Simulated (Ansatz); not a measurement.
# B$_{4}$: what the fields show

Input file:

```
crystal:
  periodic: [false, false, false]
  atoms:
    - {symbol: B, position_ang: [-0.510299, 0.765738, 0.043141]}
    - {symbol: B, position_ang: [0.510667, -0.765840, -0.036293]}
    - {symbol: B, position_ang: [-1.020907, -0.682363, 0.036585]}
    - {symbol: B, position_ang: [1.020539, 0.682474, -0.043432]}
basis:
  gaussian: {orbitals: def2-TZVP, initial_orbitals: start.molden}
hamiltonian: {xc: pbe0, dispersion: d4}
output: {forces: true, orbitals: {seedname: orbitals}}
```

Command:

```sh
ansatz run in.yaml --threads 4 --pin off --events-out ev --progress --plain --max-ram 3916MiB
```

Geometry: PBE-D4/def2-TZVP; not at a stationary point (largest force 0.6 eV/Å).

Method: Ansatz 0.2.0, RKS PBE0-D4/def2-TZVP.

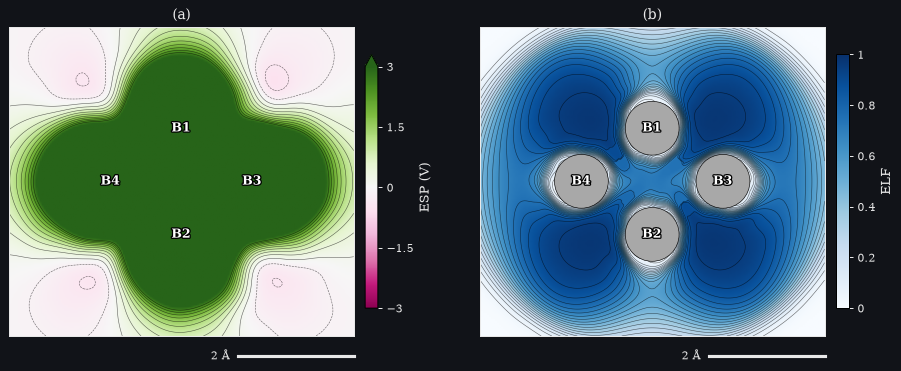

Figure 1. (a) electrostatic potential; (b) electron localisation function on the molecular plane. Grey discs cover the atomic cores in the ELF map.

**What do the fields say about this system?**

- The plane passes through B nuclei.
- B–B (1.54 Å): the ELF peaks at about 0.85 between the atoms (a covalent bond).
- Outside the dense part of the molecule the potential is most negative (−0.5 V) near B3 and B4.

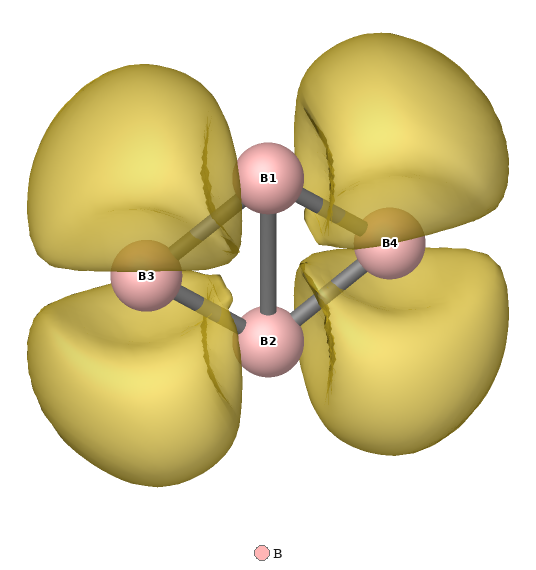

Figure 2. Isosurface of the ELF at 0.75 (yellow), seen at a tilt. Only the valence region is drawn (cores and ρ < 0.01 e/Å³ removed).

**Identify the bonds, lone pairs and shells in this picture.**

The ELF exceeds this value in four regions on B in which the atom's valence shell and bonds are merged.

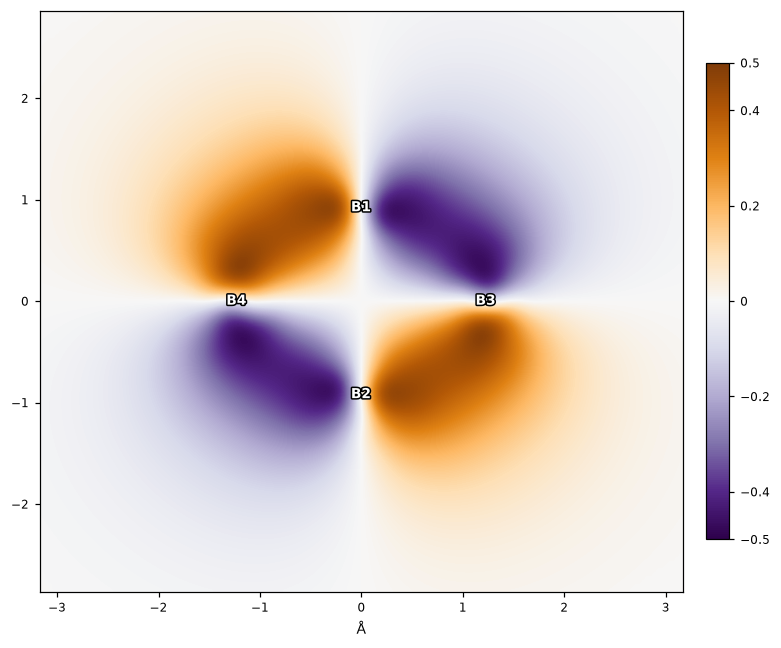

Figure 3. The HOMO−1 on the molecular plane (values in Å⁻³ᐟ²; the overall sign is arbitrary).

**Describe this orbital and give its energy.**

By Hirshfeld shares it lies mainly on B3 (about 25 %), B4 (about 25 %), B1 (about 25 %) and B2 (about 25 %); it is symmetric in the molecular plane (an in-plane orbital: σ, lone-pair or in-plane π type); it is gerade (even under inversion). Its energy is −8.01 eV.

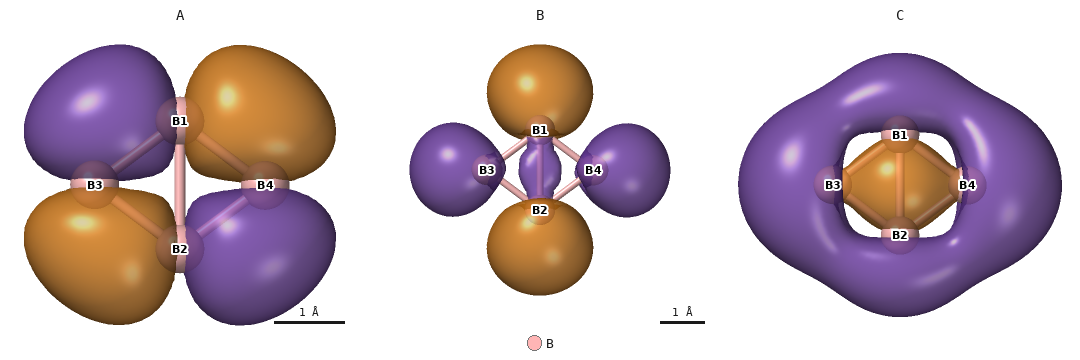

Figure 4. Three frontier orbitals at ±0.08 Å⁻³ᐟ² (orange and purple are the two phases), in no order.

**Which picture is the HOMO−1, the HOMO and the LUMO?**

A is the HOMO−1 (−8.01 eV). Its weight (Hirshfeld) is mainly on B3 (about 25 %), B4 (about 25 %), B1 (about 25 %) and B2 (about 25 %); it is symmetric in the molecular plane (an in-plane orbital: σ, lone-pair or in-plane π type); it is gerade (even under inversion). C is the HOMO (−7.43 eV). It lies mainly on B3 (about 30 %), B4 (about 30 %), B1 (about 20 %) and B2 (about 20 %); it is symmetric in the molecular plane (an in-plane orbital: σ, lone-pair or in-plane π type); it is gerade (even under inversion). B is the LUMO (−3.34 eV). Its weight (Hirshfeld) is mainly on B1 (about 30 %), B2 (about 30 %), B3 (about 20 %) and B4 (about 20 %); it is symmetric in the molecular plane (an in-plane orbital: σ, lone-pair or in-plane π type); it is gerade (even under inversion).

**What is the HOMO–LUMO gap?**

4.09 eV between the orbital energies.
